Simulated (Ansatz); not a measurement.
A ladder of methods for CuOH (SMILES [Cu]O)

CuOH has 3 atoms, charge 0, and is taken as a singlet. SMILES: `[Cu]O`. Geometry: optimised at r2SCAN/def2-SVP.

| atom | x (Å) | y (Å) | z (Å) |
| --- | --- | --- | --- |
| Cu | -1.1286 | 0.2720 | -0.5853 |
| O | 0.4115 | 0.3231 | 0.2610 |
| H | 0.7171 | -0.5951 | 0.3242 |

Each level gives the dissociation energy of the O2–Cu1 bond into doublet OH and doublet Cu (shapes relaxed at r2SCAN/def2-SVP, no zero-point term) (eV). The values are calculated.

```tsv
level	kind	program	value (eV)	less CCSD(T)/def2-TZVPP	CPU time (all runs)
HF/def2-TZVPP	Hartree–Fock	Ansatz	1.11	-1.90	3.8 s
SVWN5/def2-TZVPP	LDA	Ansatz	4.11	+1.10	1.7 s
BLYP/def2-TZVPP	GGA	Ansatz	3.13	+0.12	4.6 s
PBE/def2-TZVPP	GGA	Ansatz	3.31	+0.30	2.9 s
r2SCAN/def2-TZVPP	meta-GGA	Ansatz	3.16	+0.15	5.7 s
wB97M-V/def2-TZVPP	range-separated hybrid	Ansatz	3.16	+0.15	9 s
RPA@PBE/def2-TZVPP	RPA	Ansatz	2.86	-0.15	5.7 s
MP2/def2-TZVPP	perturbation theory	Ansatz	3.47	+0.46	8.5 s
CCSD(T)/def2-TZVPP	coupled cluster or CI	Ansatz	3.01	0.00	19 s
```

Differences are taken from CCSD(T)/def2-TZVPP for orientation; it has basis-set and higher-order errors of its own. The values span 1.11 to 4.11 eV. Hartree–Fock misses the correlation of the electron pair that is broken and comes out low. Measured bond enthalpies also hold zero-point and thermal terms, a few tenths of an eV less. CPU times are rough (shared hosts, several kinds of processor): they show what a rung costs within a factor of a few.

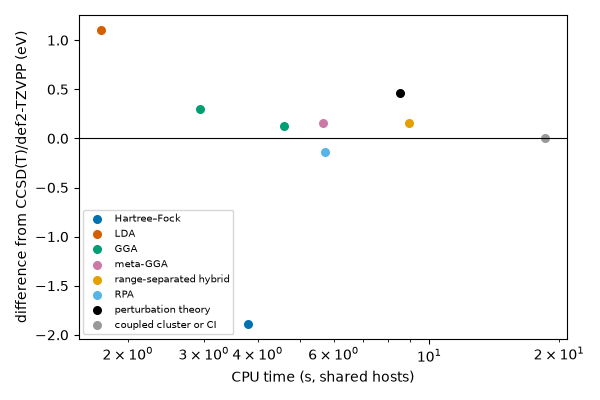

Difference from CCSD(T)/def2-TZVPP against processor time, one point a level.
